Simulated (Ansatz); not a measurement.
# C2H3F2Si (SMILES [H]/[C]=C\[SiH](F)F): UCCSD/cc-pVDZ

Aim: the energy change on altering one bond length of C2H3F2Si at UCCSD/cc-pVDZ, from 2 runs. 

The calculation is run with Ansatz 0.2.0.

50 further runs of the same task are left out: 50 set aside as unsound or not needed.

**1. The system as given**

C2H3F2Si: 8 atoms, total charge 0, spin state doublet. SMILES: `[H]/[C]=C\[SiH](F)F`. The coordinates come from a PBE0-D4/def2-TZVP relaxation. This is one conformer, not always the lowest.

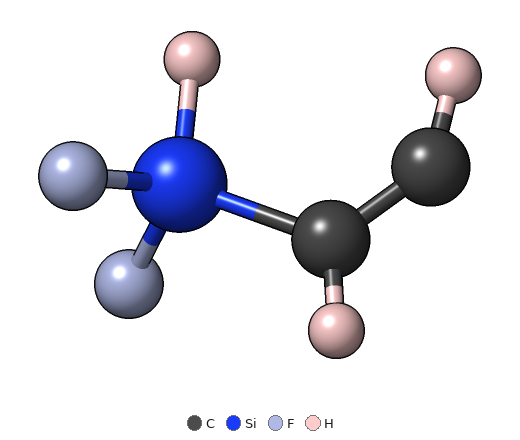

Viewed from a chosen angle; carbon dark grey, silicon blue, fluorine light blue, hydrogen pink.

**2. A single-point energy at UCCSD/cc-pVDZ**

File run.yaml:

```yaml
crystal:
  periodic: [false, false, false]
  atoms:
    - {symbol: C, position_ang: [0.855200, 0.475100, 1.494400]}
    - {symbol: C, position_ang: [0.948700, 0.119800, 0.241900]}
    - {symbol: Si, position_ang: [-0.602400, -0.240700, -0.691900]}
    - {symbol: F, position_ang: [-0.572000, -1.723000, -1.260300]}
    - {symbol: F, position_ang: [-0.719900, 0.713400, -1.955600]}
    - {symbol: H, position_ang: [0.063700, 0.635800, 2.215100]}
    - {symbol: H, position_ang: [1.921500, 0.036900, -0.245900]}
    - {symbol: H, position_ang: [-1.802600, -0.074200, 0.146400]}
basis:
  gaussian: {orbitals: cc-pVDZ}
total_charge: 0
magnetization: {spin_polarized: true, initial_magnetization: 1}
correlation: {method: ccsd, frozen_orbitals: {C: 1, F: 1, H: 0, Si: 5}}
accuracy: high
scf: {omitted_lower_state_checks: [cluster_reference, increment]}
```

Run with:

```
$ ansatz run run.yaml --threads 1 --pin off --max-ram 3480MiB --events-out events.jsonl --progress --plain --runs-dir runs
```

Log (excerpt; [...] marks lines left out):

```text
Warning: RAYON_NUM_THREADS=1 ignored (pool sized by the plan → 1); use --threads N
Functional definition: HF
  name "HF"
[...]
2002 factors; integrals over basis functions are off by at most 3.8e-9 eV
[...]
mean field -15383.84864675 eV, -565.3460102208 hartree, gradient 2.5e-8 eV, S^2 0.918951; 0 other end points of the search recorded, 0 dependent functions left out
9 core orbitals not correlated: weight in the atoms' cores, before any rotation towards them, 1.000 or more for the frozen orbitals, at most 0.000 for the correlated occupied ones
reference -15383.84864675 eV, -565.3460102208 hartree; 15, 14 occupied and 65, 66 virtual orbitals, 2002 factors
second order -18.69845885 eV of doubles, -0.00000000 eV of singles
cycle   1  -19.12244489 eV  change   -4.2e-1 eV  update   1.1e-1
[...]
cycle  26  -19.86418931 eV  change   -2.2e-9 eV  update   1.6e-9
Total energy: -15403.71283606 eV, -566.0760057135 hartree
Checks for a lower state left out: cluster_reference, increment
```

Wall time 65 s (1 thread of Arm Neoverse V2, shared host); peak memory 1.1 GiB.

**3. The distorted shape**

File job.yaml:

```yaml
crystal:
  periodic: [false, false, false]
  atoms:
    - {symbol: C, position_ang: [0.839999, 1.216296, 1.778618]}
    - {symbol: C, position_ang: [0.933499, 0.860996, 0.526118]}
    - {symbol: Si, position_ang: [-0.617601, 0.500496, -0.407682]}
    - {symbol: F, position_ang: [-0.572000, -1.723000, -1.260300]}
    - {symbol: F, position_ang: [-0.735101, 1.454596, -1.671382]}
    - {symbol: H, position_ang: [0.048499, 1.376996, 2.499318]}
    - {symbol: H, position_ang: [1.906299, 0.778096, 0.038318]}
    - {symbol: H, position_ang: [-1.817801, 0.666996, 0.430618]}
basis:
  gaussian:
    orbitals: cc-pVDZ
magnetization:
  spin_polarized: true
  initial_magnetization: 1
correlation:
  method: ccsd
  frozen_orbitals: {C: 1, F: 1, H: 0, Si: 5}
accuracy: high
scf:
  omitted_lower_state_checks: [cluster_reference, increment]
```

Run with:

```
$ ansatz run job.yaml --threads 1 --pin off --max-ram 3480MiB --events-out events.jsonl --progress --plain --runs-dir runs
```

Log (excerpt; [...] marks lines left out):

```text
Warning: RAYON_NUM_THREADS=1 ignored (pool sized by the plan → 1); use --threads N
[... 2 set-up lines as earlier in the session ...]
[...]
1971 factors; integrals over basis functions are off by at most 1.4e-8 eV
[...]
mean field -15380.30603304 eV, -565.2158215683 hartree, gradient 4.5e-8 eV, S^2 0.954031; 2 other end points of the search recorded, 0 dependent functions left out
9 core orbitals not correlated: weight in the atoms' cores, before any rotation towards them, 1.000 or more for the frozen orbitals, at most 0.000 for the correlated occupied ones
reference -15380.30603304 eV, -565.2158215683 hartree; 15, 14 occupied and 65, 66 virtual orbitals, 1971 factors
second order -19.05085286 eV of doubles, -0.00000000 eV of singles
cycle   1  -19.31514096 eV  change   -2.6e-1 eV  update   1.4e-1
[...]
cycle  30  -20.23450402 eV  change    1.7e-9 eV  update   3.3e-9
Total energy: -15400.54053706 eV, -565.9594258755 hartree
Checks for a lower state left out: cluster_reference, increment
```

Wall time 73 s (1 thread of Arm Neoverse V2, shared host); peak memory 1.1 GiB.

**4. Summary of results**

At UCCSD/cc-pVDZ, 9 core orbitals frozen:

| quantity | value |
| --- | --- |
| first shape: total energy | -566.07601 Eh |
| first shape: correlation energy (9 core orbitals frozen) | -730.0 mEh |
| first shape: ⟨S²⟩ of the reference determinant | 0.919 |
| first shape: T1 diagnostic | 0.027 |
| distorted shape: total energy | -565.95943 Eh |
| distorted shape: correlation energy (9 core orbitals frozen) | -743.6 mEh |
| distorted shape: ⟨S²⟩ of the reference determinant | 0.954 |
| distorted shape: T1 diagnostic | 0.033 |
| energy change with the Si3–F4 bond stretched from 1.588 to 2.382 Å | 3.172 eV |

In words: With the Si3–F4 bond stretched from 1.588 to 2.382 Å the energy rises by 3.17 eV (73 kcal/mol). The first shape isn't relaxed at this level, so the change isn't measured from a minimum. ⟨S²⟩ (first shape) is 0.92 where a pure doublet has 0.75: the reference is spin-contaminated. ⟨S²⟩ (distorted shape) is 0.95 where a pure doublet has 0.75: the reference is spin-contaminated.
